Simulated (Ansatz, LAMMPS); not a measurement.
# Amorphous Cd12Hg24S36 (72 atoms) under strain

How stiff is amorphous Cd12Hg24S36 (72 atoms), and how do its levels respond to strain?

Method: Kohn-Sham DFT, revPBE, PAW (set soft_2), plane waves, in Ansatz 0.2.0.

### Step 1. The starting structure

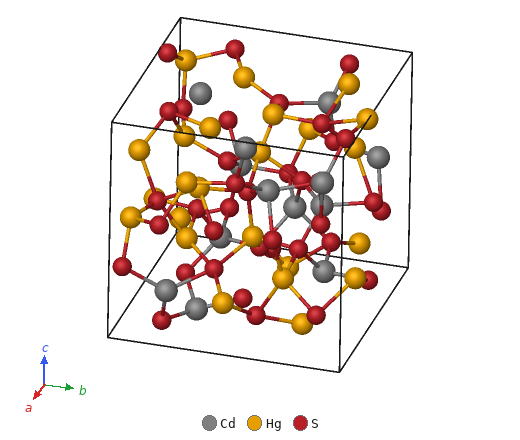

The starting structure, seen slightly off an axis (cadmium grey, mercury orange, sulfur red). Bonds to atoms that aren't drawn are left out. Some periodic images of atoms are drawn too.

The cell holds 72 atoms: 12 Cd, 24 Hg and 36 S. Its edges and angles: a = 12.348 Å, b = 12.348 Å, c = 12.348 Å, α = 90.0°, β = 90.0°, γ = 90.0°. 72 atoms (12 Cd, 24 Hg, 36 S) placed at random at 6.45 g/cm³, melted at 2500 K for 10 ps at fixed volume with the Stillinger-Weber II-VI potential (Zhou et al., Phys. Rev. B 88, 085309 (2013)). Quenched from 2500 K to 100 K at 300 K/ps and fixed volume, held 5 ps, then minimised at fixed cell.

What the set-up can't give: The quench rate of 300 K/ps is many orders above laboratory rates, so the cell is likely richer in defects and strain than a real sample. The starting topology of bonds comes from the classical model, and needn't be the one that DFT or experiment would give. Only the Γ point is sampled. The levels lack spin–orbit coupling, which is large for the heavy elements here.

### Step 2. Single point at the start

The forces at the start show how far the geometry lies from a minimum of this functional.

File input.yaml:

```yaml
crystal:
  lattice:
    - [12.3485, 0.0, 0.0]
    - [0.0, 12.3485, 0.0]
    - [0.0, 0.0, 12.3485]
  atoms:
    - { symbol: Cd, position: [0.22624, 0.71203, 0.82906] }
    - { symbol: Cd, position: [0.90549, 0.22097, 0.20793] }
    - { symbol: Cd, position: [0.28729, 0.58956, 0.3545] }
    - { symbol: Cd, position: [0.49384, 0.77999, 0.1867] }
    - { symbol: Cd, position: [0.14164, 0.3095, 0.43436] }
    - { symbol: Cd, position: [0.53414, 0.77701, 0.51259] }
    - { symbol: Cd, position: [0.95724, 0.56587, 0.95054] }
    - { symbol: Cd, position: [0.94018, 0.89495, 0.83408] }
    - { symbol: Cd, position: [0.63186, 0.27416, 0.99844] }
    - { symbol: Cd, position: [0.73685, 0.60307, 0.65144] }
    - { symbol: Cd, position: [0.34761, 0.28901, 0.19673] }
    - { symbol: Cd, position: [0.11249, 0.89453, 0.55002] }
    - { symbol: Hg, position: [0.70195, 0.75036, 0.04002] }
    - { symbol: Hg, position: [0.5882, 0.49804, 0.34918] }
    - { symbol: Hg, position: [0.16387, 0.06126, 0.15832] }
    - { symbol: Hg, position: [0.98868, 0.48946, 0.23388] }
    - { symbol: Hg, position: [0.87427, 0.05408, 0.50572] }
    - { symbol: Hg, position: [0.22669, 0.34327, 0.88775] }
    - { symbol: Hg, position: [0.10223, 0.0558, 0.85964] }
    - { symbol: Hg, position: [0.04604, 0.5776, 0.59848] }
    - { symbol: Hg, position: [0.52823, 0.55903, 0.89736] }
    - { symbol: Hg, position: [0.69918, 0.29352, 0.59721] }
    - { symbol: Hg, position: [0.81708, 0.69777, 0.29865] }
    - { symbol: Hg, position: [0.08222, 0.81146, 0.12227] }
    - { symbol: Hg, position: [0.58054, 0.97871, 0.9689] }
    - { symbol: Hg, position: [0.34184, 0.12523, 0.63553] }
    - { symbol: Hg, position: [0.2762, 0.56283, 0.06643] }
    - { symbol: Hg, position: [0.54297, 0.29276, 0.79881] }
    - { symbol: Hg, position: [0.40271, 0.46897, 0.64619] }
    - { symbol: Hg, position: [0.63504, 0.22737, 0.32083] }
    - { symbol: Hg, position: [0.92317, 0.30575, 0.73297] }
    - { symbol: Hg, position: [0.7135, 0.9783, 0.29451] }
    - { symbol: Hg, position: [0.41184, 0.87878, 0.73784] }
    - { symbol: Hg, position: [0.64927, 0.02006, 0.70343] }
    - { symbol: Hg, position: [0.38033, 0.01297, 0.34654] }
    - { symbol: Hg, position: [0.33652, 0.82672, 0.9885] }
    - { symbol: S, position: [0.10152, 0.43987, 0.04794] }
    - { symbol: S, position: [0.10234, 0.50597, 0.4077] }
    - { symbol: S, position: [0.27651, 0.02636, 0.97452] }
    - { symbol: S, position: [0.6128, 0.70215, 0.33623] }
    - { symbol: S, position: [0.65872, 0.79807, 0.68287] }
    - { symbol: S, position: [0.13057, 0.26382, 0.22346] }
    - { symbol: S, position: [0.37609, 0.64337, 0.52993] }
    - { symbol: S, position: [0.59795, 0.47504, 0.55936] }
    - { symbol: S, position: [0.0501, 0.74518, 0.92913] }
    - { symbol: S, position: [0.47106, 0.98072, 0.53013] }
    - { symbol: S, position: [0.2775, 0.74514, 0.21236] }
    - { symbol: S, position: [0.86037, 0.40826, 0.49364] }
    - { symbol: S, position: [0.87757, 0.66652, 0.50127] }
    - { symbol: S, position: [0.00108, 0.21307, 0.55769] }
    - { symbol: S, position: [0.15227, 0.06134, 0.66142] }
    - { symbol: S, position: [0.32842, 0.52613, 0.8461] }
    - { symbol: S, position: [0.79731, 0.9497, 0.97928] }
    - { symbol: S, position: [0.43315, 0.21273, 0.35739] }
    - { symbol: S, position: [0.41349, 0.4777, 0.21325] }
    - { symbol: S, position: [0.67439, 0.10976, 0.49434] }
    - { symbol: S, position: [0.18483, 0.72369, 0.63203] }
    - { symbol: S, position: [0.81309, 0.58323, 0.10594] }
    - { symbol: S, position: [0.18115, 0.93118, 0.34099] }
    - { symbol: S, position: [0.89933, 0.87817, 0.61986] }
    - { symbol: S, position: [0.52947, 0.98219, 0.19655] }
    - { symbol: S, position: [0.77598, 0.38753, 0.27354] }
    - { symbol: S, position: [0.32201, 0.30605, 0.53995] }
    - { symbol: S, position: [0.95899, 0.04542, 0.31694] }
    - { symbol: S, position: [0.46674, 0.09211, 0.80569] }
    - { symbol: S, position: [0.01874, 0.24224, 0.90173] }
    - { symbol: S, position: [0.45474, 0.17329, 0.06289] }
    - { symbol: S, position: [0.90697, 0.51054, 0.75282] }
    - { symbol: S, position: [0.53652, 0.77169, 0.89302] }
    - { symbol: S, position: [0.82381, 0.18082, 0.02393] }
    - { symbol: S, position: [0.88313, 0.86142, 0.18627] }
    - { symbol: S, position: [0.60796, 0.46554, 0.06742] }
kpoints:
  mp_grid: { grid: [1, 1, 1] }
hamiltonian:
  xc: revpbe
scf:
  occupations: { method: fermi_dirac, width: 0.05 }
output:
  forces: true
```

Launch:

```console
$ ansatz run input.yaml --threads 8 --pin off --max-ram 15872MiB --backend cpu --events-out ev --progress --plain --runs-dir out
```

Numbers of over 12 decimals in the logs are rounded to 6 here.

The program printed:

```text
Engine: ansatz 0.2.0, x86_64-unknown-linux-gnu
Pseudopotentials: kind: paw
Pseudopotential: Cd, paw, valence charge 20, recommended cutoff 420 eV (normal), Cd.paw.azcp
Pseudopotential: Hg, paw, valence charge 20, recommended cutoff 420 eV (normal), Hg.paw.azcp
Pseudopotential: S, paw, valence charge 6, recommended cutoff 420 eV (normal), S.paw.azcp
[... 5 lines on functional and potentials left out ...]
Crystal: 72 atoms, lattice volume = 1882.967 Å³
Basis set: ecut = 420 eV, 36785 PW (Γ), exchange–correlation on 180×180×180 points (8 copies of the dense FFT grid, shifted against one another)
Bands: 540, of which v1, the nominal top of the filled ones, is band 468 counted from 1 (467 counted from 0)
Symmetry: 1 space group operations
Space group: P1 (ITA 1), of the structure as read, at distance tolerance 1.2e-4 Å
k-points: 1
[... 10 lines on functional and potentials left out ...]
Initial density: superposition of atomic densities (neutral atoms: chi_scale 0, normalization atom), corrected by the library's trained network
Initial wavefunctions: pseudopotential atomic-orbital guess
Functional: x = revpbe(κ = 1.245, μ = 0.219515), c = pbe(β = 0.066725)
SCF iter   1: F=—  HF=-463453.843315 eV  |F-HF|=—  |Δ(HF+E_count)|=         —  Δρ=5.51e-3  dr2=2.02e0  ethr=1.77e-3  ⟨swp⟩=6.0  Hψ=1875  notcnv=0
preconditioner: auto → LDOS  [metal: Δε(μ)=0.069 eV  Ē_g=9.262 eV  σ=0.050 eV  W_gap=0.33  n_scr=460 (ndim 8)  ℏωp=21.8 eV  f_vac=0.099  D(μ)=23.92/eV (n_scr^D=92)  β→1.0]
SCF iter   2: F=—  HF=-463453.754562 eV  |F-HF|=—  |Δ(HF+E_count)|=   8.88e-2  Δρ=3.31e-3  dr2=4.85e-1  ethr=2.16e-4  ⟨swp⟩=2.0  Hψ=933  notcnv=0  defer=51
SCF iter   3: F=—  HF=-463453.690267 eV  |F-HF|=—  |Δ(HF+E_count)|=   6.43e-2  Δρ=1.27e-3  dr2=7.38e-2  ethr=5.18e-5  ⟨swp⟩=2.0  Hψ=941  notcnv=0  defer=51
SCF iter   4: F=—  HF=-463453.680617 eV  |F-HF|=—  |Δ(HF+E_count)|=   9.65e-3  Δρ=3.91e-4  dr2=7.84e-3  ethr=7.88e-6  ⟨swp⟩=3.0  Hψ=775  notcnv=0  defer=51
SCF iter   5: F=—  HF=-463453.680227 eV  |F-HF|=—  |Δ(HF+E_count)|=   3.90e-4  Δρ=1.79e-4  dr2=1.47e-3  ethr=8.37e-7  ⟨swp⟩=2.0  Hψ=597  notcnv=0  defer=51
SCF iter   6: F=—  HF=-463453.680071 eV  |F-HF|=—  |Δ(HF+E_count)|=   1.56e-4  Δρ=9.47e-5  dr2=4.09e-4  ethr=1.57e-7  ⟨swp⟩=2.0  Hψ=798  notcnv=0  defer=51
SCF iter   7: F=—  HF=-463453.680208 eV  |F-HF|=—  |Δ(HF+E_count)|=   1.37e-4  Δρ=5.67e-5  dr2=1.49e-4  ethr=4.37e-8  ⟨swp⟩=2.0  Hψ=597  notcnv=0  defer=51
SCF iter   8: F=—  HF=-463453.679972 eV  |F-HF|=—  |Δ(HF+E_count)|=   2.36e-4  Δρ=3.61e-5  dr2=5.95e-5  ethr=1.59e-8  ⟨swp⟩=2.0  Hψ=584  notcnv=0  defer=51
SCF iter   9: F=—  HF=-463453.686244 eV  |F-HF|=—  |Δ(HF+E_count)|=   6.27e-3  Δρ=2.08e-5  dr2=1.94e-5  ethr=6.36e-9  ⟨swp⟩=2.0  Hψ=841  notcnv=0  defer=51
SCF iter  10: F=—  HF=-463453.686241 eV  |F-HF|=—  |Δ(HF+E_count)|=   2.73e-6  Δρ=1.06e-5  dr2=5.08e-6  ethr=2.08e-9  ⟨swp⟩=2.0  Hψ=790  notcnv=0  defer=51
SCF iter  11: F=—  HF=-463453.686241 eV  |F-HF|=—  |Δ(HF+E_count)|=   6.35e-7  Δρ=5.13e-6  dr2=1.16e-6  ethr=5.43e-10  ⟨swp⟩=2.0  Hψ=790  notcnv=0  defer=51
SCF iter  12: F=—  HF=-463453.686240 eV  |F-HF|=—  |Δ(HF+E_count)|=   1.28e-7  Δρ=2.32e-6  dr2=2.22e-7  ethr=1.24e-10  ⟨swp⟩=2.0  Hψ=778  notcnv=0  defer=51
SCF iter  13: F=-463453.686240 eV  HF=-463453.686240 eV  |F-HF|=3.13e-8  |Δ(HF+E_count)|=   1.65e-8  Δρ=1.08e-6  dr2=4.48e-8  ethr=1.07e-11  ⟨swp⟩=3.0  Hψ=1483  notcnv=0
SCF 1 converged in 13 iterations: F = -463453.686240 eV  dr2 = 4.48e-8
  greatest PAW one-centre occupation: 1.000 electrons in one spin orbital (limit 2), on the Hg atom at site 18 (counted from 0), in its partial waves of l = 0
SCF converged after 13 iterations
Free energy (F): -463453.686240 eV
Harris-Foulkes:  -463453.686240 eV  (|F-HF|=3.13e-8)
Internal energy: -463453.433685 eV  (E = F + TS)
E sigma→0 (E₀):  -463453.559963 eV
Entropy (-TS):   -0.252555 eV (-3.508 meV/atom)
Fermi energy:    7.817112 eV
--- Per-component energies (eV) ---
  E_band       = -18338.849255
  E_kinetic    = 24298.870303
  E_local      = -136965.911561  (includes V_loc(G=0)·N_el)
  E_nonlocal   = 3167.288451
  E_hartree    = 60208.604517
  E_xc         = -10867.194126
  E_vxc        = -12024.167715  (∫ρ·V_xc dr)
  E_paw        = -309678.666510  (= ΣΔE_a)
  E_vpaw       = -17232.169790  (= ΣTr[D̂ρ^β])
  E_aug_tail   = 0.022952  (compensation charges beyond the density's cutoff)
  E_ewald      = -93613.487782
  E_core_change = -2.959928  (= ΣΔE_core)
  E_smearing   = -0.252555  (= −TS)
  E_closure    = 0.000000  (closes the sum)
  Σ components = -463453.686240   (vs F -463453.686240, Δ=0.00e0)
--- Forces (eV/Å), atoms counted from 1 ---
  atom   1  Cd     0.02399400    -0.13547350    -0.47189369
  atom   2  Cd     0.01172914    -0.23410800     0.02872957
  atom   3  Cd     0.11567079    -0.36214757    -0.01744817
  atom   4  Cd    -0.33302839    -0.11392829     0.15920453
  atom   5  Cd     0.09027259    -0.55362331    -0.11327997
  atom   6  Cd     0.01969852     0.26616087     0.42361611
  atom   7  Cd    -0.08118526    -0.60129094     0.05259995
  atom   8  Cd    -0.87935385    -0.14706824    -0.67037599
  atom   9  Cd     0.55085808    -0.25949555     1.27269016
  atom  10  Cd     0.46457428     0.25072693    -0.36418723
  atom  11  Cd    -0.45596068    -0.07310527    -0.58230111
  atom  12  Cd    -0.47756302     0.14390336    -0.33041753
  atom  13  Hg     0.52602904     0.05263772    -0.47764283
  atom  14  Hg    -0.22465040    -0.31369150    -0.10450779
[...]
atom  71  S      0.31993329    -0.16177729     0.26926146
  atom  72  S      0.19772325     0.43288782    -0.86800757
  max |Σ_I F_I| component: 3.91e-5 eV/Å
```

Run time: 6.7 s. Hardware: 8 threads of AMD EPYC 9R45, shared host; peak memory 3 GiB.

The r.m.s. force at the start is 0.39 eV/Å.

[end of part 1 of 4]

[Logs are printed without paths, hosts, clocks, repeated set-up lines and the standing remarks that a program may print on its own settings, such as how far it seeks lower states.]

[Hosts, paths, dates, database ids (printed as entryN), source tags and the programs' standing remarks are cut or masked in the printed files.]
